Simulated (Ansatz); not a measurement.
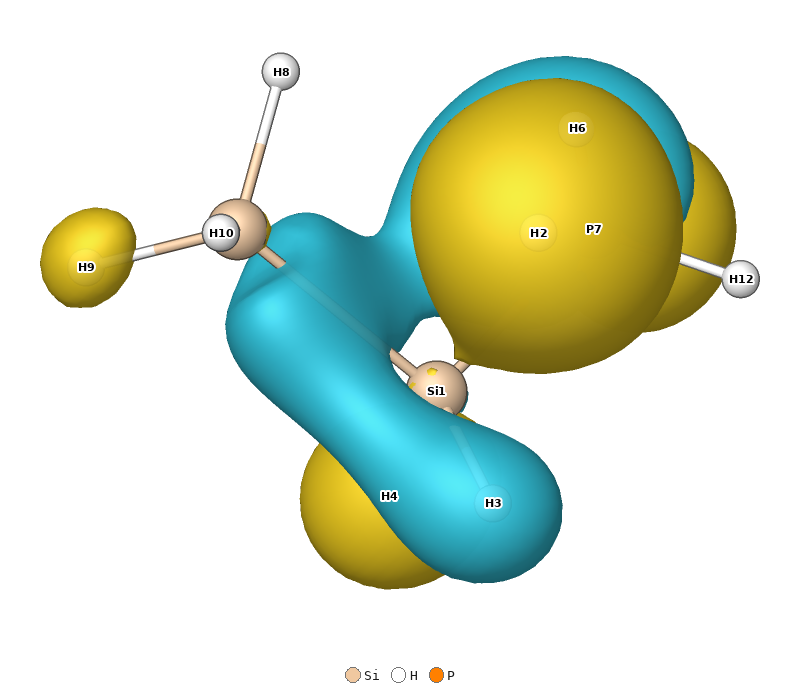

*H8PSi2···H. One frontier orbital at ±0.1 Å⁻³ᐟ² (yellow and cyan are the two phases), seen at a tilt.*

A transition-state structure; geometry: PBE0-D4/def2-TZVP.

The calculation used RKS PBE0-D4/def2-TZVPP in Ansatz 0.2.0.

```yaml
atoms:
  - { symbol: Si, position_ang: [-0.4121, -0.3200, -0.8913] }
  - { symbol: H, position_ang: [1.3482, 0.0956, -0.3287] }
  - { symbol: H, position_ang: [0.1480, -0.8986, -2.1455] }
  - { symbol: H, position_ang: [-1.8662, -0.1437, -1.2532] }
  - { symbol: Si, position_ang: [-0.1709, -1.5627, 1.0603] }
  - { symbol: H, position_ang: [1.2498, 1.1709, 0.4388] }
  - { symbol: P, position_ang: [0.0332, 1.8119, -0.1640] }
  - { symbol: H, position_ang: [0.3132, -0.6277, 2.1149] }
  - { symbol: H, position_ang: [-1.4263, -2.2025, 1.5466] }
  - { symbol: H, position_ang: [0.8458, -2.6245, 0.8422] }
  - { symbol: H, position_ang: [-0.8290, 2.9627, 0.0252] }
  - { symbol: H, position_ang: [0.7662, 2.3387, -1.2452] }
```

Q: Which orbital is it: HOMO or LUMO?

A: The HOMO, at −6.42 eV. Its weight (Hirshfeld) is mainly on H2 (about 25 %), P7 (about 20 %), Si1 (about 15 %), H11 (about 10 %), H4 (about 5 %) and Si5 (about 5 %).
